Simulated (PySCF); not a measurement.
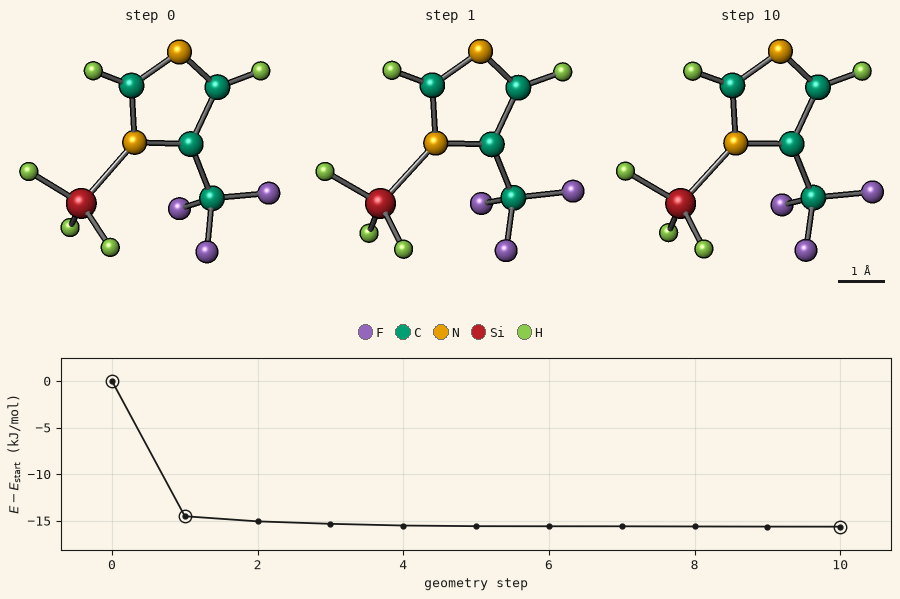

Frames of a relaxation of C$_{4}$H$_{5}$F$_{3}$N$_{2}$Si, marked on the history of the run. Style: ball-and-stick. Shown at a tilt.

The start comes from GFN2-xTB. Its atoms were then displaced at random by about 0.01 Å.

Method: PBE0-D3(BJ)/def2-SVP geometry optimisation, gas phase in PySCF 2.14.0, density-fitted response routines. 

> What happens along the run?

After 10 geometry steps the energy has fallen by 15.6 kJ/mol. An H atom moves most after the best rigid fit: 0.18 Å. Largest moves by element: H 0.18 Å, F 0.12 Å, C 0.06 Å, Si 0.05 Å, N 0.03 Å. Among the contacts that change: H–Si 1.452 → 1.487 Å, C–H 1.059 → 1.091 Å, C–F 1.297 → 1.328 Å, C–F 1.372 → 1.348 Å. Bond angles that change, for instance: N–Si–H 105.7° → 110.3°, H–Si–H 113.6° → 110.8°, N–Si–H 101.2° → 103.8°. The run took 2.3 min on 1 thread of Arm Neoverse V2, with other jobs on the host. From step 0 to 1: an H atom moves most (0.19 Å), energy −14.5 kJ/mol. From step 1 to 10: an H atom moves most (0.04 Å), energy −1.12 kJ/mol.

```json
{"step": "0", "E − E(0), kJ/mol": "0.00"}
{"step": "1", "E − E(0), kJ/mol": "-14.50"}
{"step": "2", "E − E(0), kJ/mol": "-15.05"}
{"step": "3", "E − E(0), kJ/mol": "-15.32"}
{"step": "4", "E − E(0), kJ/mol": "-15.50"}
{"step": "5", "E − E(0), kJ/mol": "-15.57"}
{"step": "6", "E − E(0), kJ/mol": "-15.58"}
{"step": "7", "E − E(0), kJ/mol": "-15.58"}
{"step": "8", "E − E(0), kJ/mol": "-15.60"}
{"step": "9", "E − E(0), kJ/mol": "-15.61"}
{"step": "10", "E − E(0), kJ/mol": "-15.62"}
```
